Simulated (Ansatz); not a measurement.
# CH5BClNO: two torsions, part 2 of 2

A grid of calculations on CH5BClNO, SMILES OCNBCl, to see where the energy is lowest and how it rises around there.

Ansatz 0.2.0; RKS PBE0-D4/def2-SVP.

## Step 7: Energy over the grid

225 points were computed. Energies in kJ/mol, from the relaxed molecule at the same level:

| dihedral O1–C2–N3–B4 (°) ↓, dihedral C2–N3–B4–Cl5 (°) → | −180 | −156 | −132 | −108 | −84 | −60 | −36 | −12 | 12 | 36 | 60 | 84 | 108 | 132 | 156 |
| --- | --- | --- | --- | --- | --- | --- | --- | --- | --- | --- | --- | --- | --- | --- | --- |
| 156 | 3 | 26 | 72 | 119 | 122 | 78 | 29 | 2 | 7 | 43 | 96 | 128 | 103 | 52 | 13 |
| 132 | −6 | 16 | 63 | 109 | 113 | 69 | 21 | −5 | 0 | 35 | 86 | 119 | 96 | 45 | 5 |
| 108 | −7 | 13 | 57 | 104 | 112 | 70 | 20 | −6 | −1 | 32 | 82 | 117 | 98 | 48 | 7 |
| 84 | 0 | 17 | 61 | 108 | 117 | 75 | 24 | −4 | 2 | 36 | 86 | 121 | 105 | 56 | 14 |
| 60 | 6 | 25 | 70 | 118 | 127 | 85 | 32 | 0 | 3 | 41 | 94 | 130 | 111 | 61 | 20 |
| 36 | 8 | 28 | 75 | 126 | 136 | 94 | 46 | 15 | 8 | 41 | 98 | 136 | 115 | 63 | 21 |
| 12 | 8 | 28 | 74 | 125 | 136 | 96 | 53 | 32 | 25 | 43 | 94 | 135 | 116 | 64 | 22 |
| −12 | 8 | 27 | 71 | 119 | 129 | 90 | 47 | 30 | 35 | 53 | 93 | 128 | 111 | 63 | 22 |
| −36 | 8 | 27 | 70 | 114 | 121 | 82 | 38 | 17 | 26 | 55 | 94 | 123 | 104 | 57 | 19 |
| −60 | 4 | 25 | 69 | 112 | 115 | 74 | 30 | 7 | 15 | 49 | 93 | 119 | 97 | 50 | 14 |
| −84 | 1 | 22 | 67 | 111 | 113 | 72 | 26 | 2 | 8 | 43 | 91 | 119 | 96 | 48 | 10 |
| −108 | 1 | 21 | 67 | 114 | 120 | 78 | 30 | 3 | 8 | 42 | 92 | 124 | 104 | 54 | 13 |
| −132 | 8 | 25 | 70 | 119 | 131 | 90 | 39 | 10 | 13 | 46 | 97 | 134 | 117 | 66 | 23 |
| −156 | 15 | 32 | 76 | 126 | 138 | 97 | 45 | 14 | 17 | 51 | 103 | 141 | 124 | 73 | 30 |
| −180 | 13 | 33 | 78 | 126 | 134 | 91 | 40 | 11 | 15 | 51 | 103 | 138 | 116 | 66 | 25 |

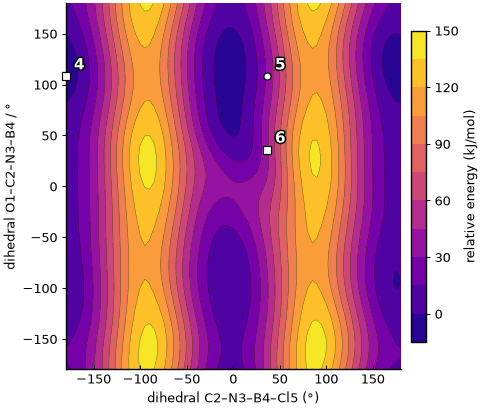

The map; numbers mark the steps of this session that print a point's run. Drawn: filled contours. Between grid points the surface is interpolated.

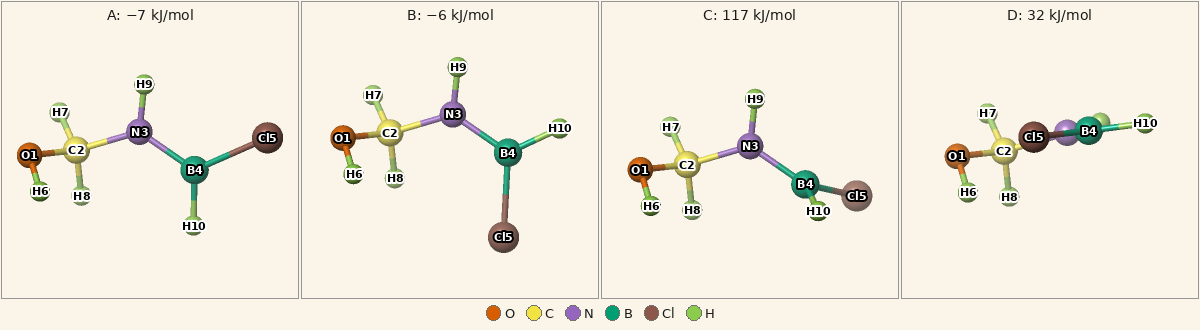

Structures on the grid, at one scale: A at (−180°, 108°); B at (−12°, 108°); C at (84°, 108°); D at (−12°, 12°).

On the same grid, dipole moment (D):

| dihedral O1–C2–N3–B4 (°) ↓, dihedral C2–N3–B4–Cl5 (°) → | −180 | −156 | −132 | −108 | −84 | −60 | −36 | −12 | 12 | 36 | 60 | 84 | 108 | 132 | 156 |
| --- | --- | --- | --- | --- | --- | --- | --- | --- | --- | --- | --- | --- | --- | --- | --- |
| 156 | 1.81 | 1.55 | 1.21 | 0.85 | 0.81 | 1.15 | 1.48 | 1.75 | 1.94 | 2.00 | 1.87 | 1.68 | 1.78 | 1.94 | 1.95 |
| 132 | 1.42 | 1.22 | 0.89 | 0.45 | 0.39 | 0.75 | 1.04 | 1.23 | 1.34 | 1.36 | 1.23 | 1.06 | 1.18 | 1.39 | 1.48 |
| 108 | 1.25 | 1.21 | 1.04 | 0.82 | 0.82 | 1.00 | 1.13 | 1.14 | 1.08 | 0.95 | 0.70 | 0.46 | 0.60 | 0.95 | 1.17 |
| 84 | 1.41 | 1.51 | 1.48 | 1.36 | 1.38 | 1.55 | 1.63 | 1.55 | 1.36 | 1.09 | 0.75 | 0.46 | 0.54 | 0.91 | 1.21 |
| 60 | 1.79 | 1.93 | 1.95 | 1.83 | 1.83 | 2.05 | 2.17 | 2.11 | 1.90 | 1.59 | 1.24 | 0.97 | 1.01 | 1.29 | 1.56 |
| 36 | 2.26 | 2.39 | 2.40 | 2.24 | 2.24 | 2.53 | 2.67 | 2.63 | 2.45 | 2.16 | 1.78 | 1.49 | 1.56 | 1.80 | 2.05 |
| 12 | 2.69 | 2.82 | 2.82 | 2.65 | 2.65 | 2.97 | 3.15 | 3.11 | 2.93 | 2.66 | 2.29 | 1.98 | 2.07 | 2.28 | 2.50 |
| −12 | 2.98 | 3.10 | 3.12 | 2.98 | 2.99 | 3.31 | 3.51 | 3.53 | 3.36 | 3.07 | 2.72 | 2.42 | 2.50 | 2.66 | 2.81 |
| −36 | 3.09 | 3.20 | 3.22 | 3.12 | 3.15 | 3.46 | 3.69 | 3.75 | 3.64 | 3.39 | 3.04 | 2.77 | 2.82 | 2.93 | 2.99 |
| −60 | 3.10 | 3.15 | 3.15 | 3.05 | 3.11 | 3.43 | 3.70 | 3.80 | 3.75 | 3.55 | 3.23 | 2.97 | 3.00 | 3.07 | 3.08 |
| −84 | 3.05 | 3.03 | 2.99 | 2.87 | 2.92 | 3.26 | 3.55 | 3.71 | 3.72 | 3.58 | 3.28 | 3.01 | 3.05 | 3.11 | 3.09 |
| −108 | 2.94 | 2.86 | 2.77 | 2.61 | 2.63 | 2.99 | 3.32 | 3.52 | 3.58 | 3.49 | 3.22 | 2.92 | 2.97 | 3.05 | 3.02 |
| −132 | 2.78 | 2.65 | 2.50 | 2.32 | 2.29 | 2.65 | 3.01 | 3.25 | 3.35 | 3.30 | 3.07 | 2.75 | 2.80 | 2.93 | 2.90 |
| −156 | 2.55 | 2.36 | 2.16 | 1.95 | 1.91 | 2.25 | 2.61 | 2.88 | 3.03 | 3.02 | 2.81 | 2.52 | 2.58 | 2.73 | 2.70 |
| −180 | 2.22 | 1.99 | 1.71 | 1.45 | 1.42 | 1.74 | 2.09 | 2.37 | 2.55 | 2.59 | 2.42 | 2.18 | 2.26 | 2.41 | 2.39 |

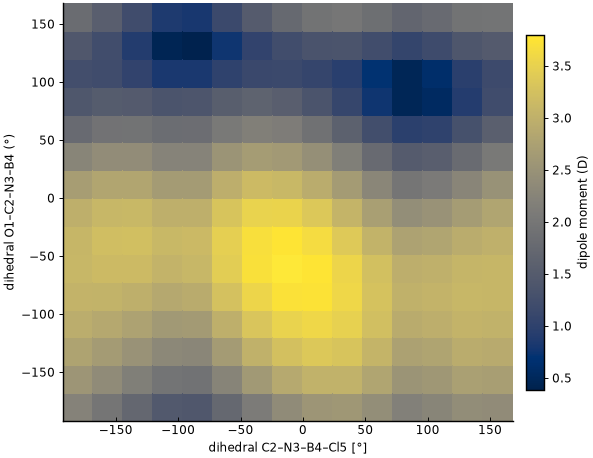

The dipole moment over the grid. In the figure: one coloured cell a grid point.

On the same grid, largest force on an atom (eV/Å):

| dihedral O1–C2–N3–B4 (°) ↓, dihedral C2–N3–B4–Cl5 (°) → | −180 | −156 | −132 | −108 | −84 | −60 | −36 | −12 | 12 | 36 | 60 | 84 | 108 | 132 | 156 |
| --- | --- | --- | --- | --- | --- | --- | --- | --- | --- | --- | --- | --- | --- | --- | --- |
| 156 | 0.84 | 0.77 | 1.01 | 1.68 | 1.75 | 0.98 | 0.78 | 0.53 | 0.58 | 0.81 | 1.18 | 1.78 | 1.48 | 0.98 | 0.76 |
| 132 | 0.53 | 0.53 | 0.71 | 1.43 | 1.57 | 0.84 | 0.63 | 0.39 | 0.41 | 0.65 | 1.01 | 1.58 | 1.28 | 0.81 | 0.51 |
| 108 | 0.40 | 0.65 | 0.85 | 1.44 | 1.60 | 0.94 | 0.72 | 0.33 | 0.41 | 0.75 | 1.08 | 1.66 | 1.36 | 0.87 | 0.58 |
| 84 | 0.61 | 0.72 | 0.96 | 1.65 | 1.76 | 0.98 | 0.81 | 0.45 | 0.47 | 0.83 | 1.26 | 1.87 | 1.54 | 0.85 | 0.62 |
| 60 | 0.78 | 0.69 | 0.98 | 1.69 | 1.72 | 0.84 | 0.86 | 0.64 | 0.46 | 0.80 | 1.23 | 1.86 | 1.44 | 0.76 | 0.71 |
| 36 | 0.86 | 0.69 | 0.86 | 1.48 | 1.48 | 0.82 | 0.87 | 0.78 | 0.69 | 0.73 | 0.97 | 1.59 | 1.14 | 0.76 | 0.73 |
| 12 | 0.92 | 0.65 | 0.80 | 1.15 | 1.23 | 0.85 | 0.84 | 1.09 | 0.99 | 0.85 | 0.80 | 1.29 | 1.00 | 0.79 | 0.76 |
| −12 | 0.88 | 0.63 | 0.78 | 1.28 | 1.47 | 0.85 | 0.75 | 0.90 | 1.06 | 0.85 | 0.76 | 1.48 | 1.27 | 0.80 | 0.78 |
| −36 | 0.82 | 0.68 | 0.94 | 1.74 | 1.97 | 1.26 | 0.66 | 0.60 | 0.62 | 0.76 | 1.21 | 1.98 | 1.78 | 1.11 | 0.83 |
| −60 | 0.72 | 0.77 | 1.24 | 2.05 | 2.20 | 1.43 | 0.67 | 0.42 | 0.44 | 0.74 | 1.56 | 2.26 | 1.96 | 1.19 | 0.77 |
| −84 | 0.45 | 0.61 | 1.21 | 2.00 | 2.08 | 1.29 | 0.57 | 0.17 | 0.35 | 0.77 | 1.55 | 2.17 | 1.78 | 0.95 | 0.47 |
| −108 | 0.41 | 0.59 | 0.89 | 1.67 | 1.73 | 0.97 | 0.55 | 0.23 | 0.36 | 0.71 | 1.27 | 1.84 | 1.42 | 0.62 | 0.38 |
| −132 | 0.62 | 0.67 | 0.91 | 1.49 | 1.55 | 0.83 | 0.69 | 0.51 | 0.41 | 0.78 | 1.09 | 1.68 | 1.33 | 0.73 | 0.57 |
| −156 | 0.89 | 0.72 | 0.90 | 1.60 | 1.69 | 0.93 | 0.80 | 0.63 | 0.50 | 0.70 | 1.11 | 1.79 | 1.54 | 0.98 | 0.89 |
| −180 | 0.99 | 0.87 | 1.07 | 1.75 | 1.81 | 0.99 | 0.75 | 0.63 | 0.60 | 0.81 | 1.20 | 1.88 | 1.61 | 1.03 | 0.95 |

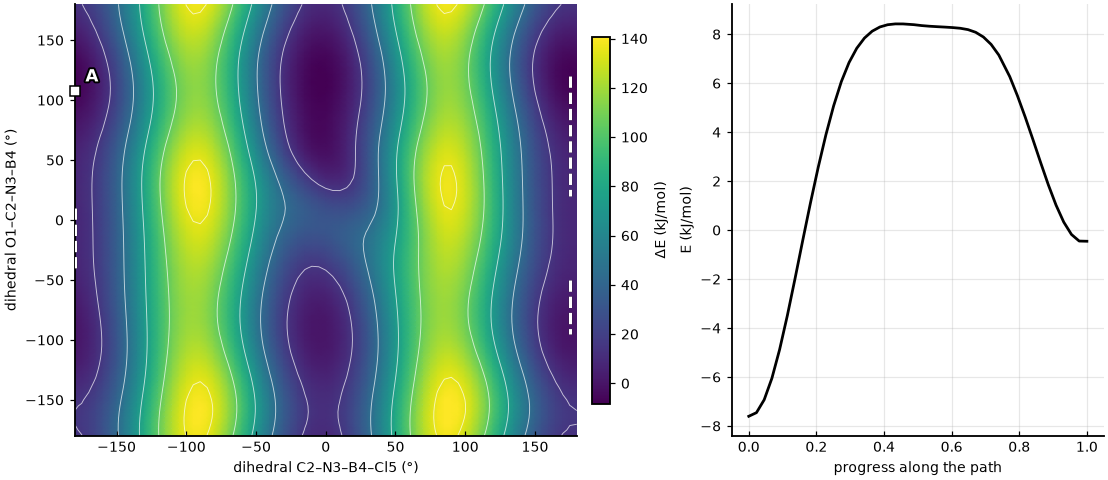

The easiest path on the interpolated surface, from A. The picture shows a smooth colour map, a line along the lowest path, the energy along the path at the right.

## Step 8: Summary of results

What follows sums up all 2 parts.

```
                       quantity                                                                   value
                   lowest point                                                (−180°, 108°), −7 kJ/mol
         highest computed point                               (84°, −156°), 147 kJ/mol above the lowest
              dipole moment (D)  0.39 at (−84°, 132°) to 3.80 at (−12°, −60°); 1.25 at the lowest point
largest force on an atom (eV/Å)   0.17 at (−12°, −84°) to 2.26 at (84°, −60°); 0.40 at the lowest point
        time for the whole task                                         16 min on 1 thread, shared host
```

**Reading.** The lowest computed point is at (−180°, 108°), −7 kJ/mol from the relaxed molecule at the same level; the map holds 2 wells of about this depth. A higher local minimum lies near (−180°, −84°) (7 kJ/mol above the lowest at that grid point). The highest computed point, (84°, −156°), lies 147 kJ/mol above the lowest. On the interpolated surface the easiest way out of the lowest well to the well at (−180°, −84°) passes a barrier of about 16 kJ/mol. Round the minimum the valley is somewhat tilted: raising dihedral C2–N3–B4–Cl5 shifts the best value of dihedral O1–C2–N3–B4 downwards (coupling k₁₂/√(k₁₁k₂₂) about 0.2).
